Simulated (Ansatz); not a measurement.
The boundary is one mirror-built cell; no search for the lowest one was made.

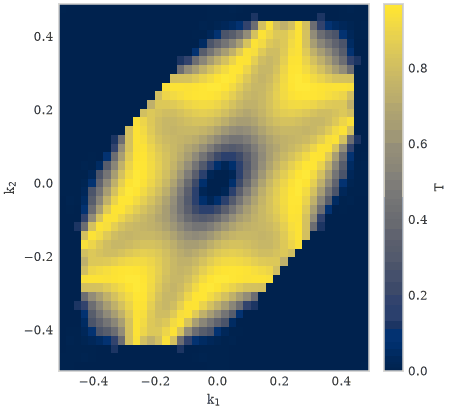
Transmission at the Fermi level over the two-dimensional zone (spin up); Ansatz (a first-principles code) with PBE

The map is at the Fermi level alone, on a potential converged at a Fermi-Dirac width of 0.05 eV. Resistances leave out the leads' Sharvin resistance. Spin-orbit coupling is left out.

### Question
The junction is: Σ3 (111) symmetric tilt boundary in fcc Co, with one N atom a cell (5.4 Å²) in the boundary. What is its mean over the zone, and how much of the current passes where both |k₁| and |k₂| are under 0.15?

### Answer
The mean is 0.41 a cell and spin; 11 % of the sum lies near the centre.
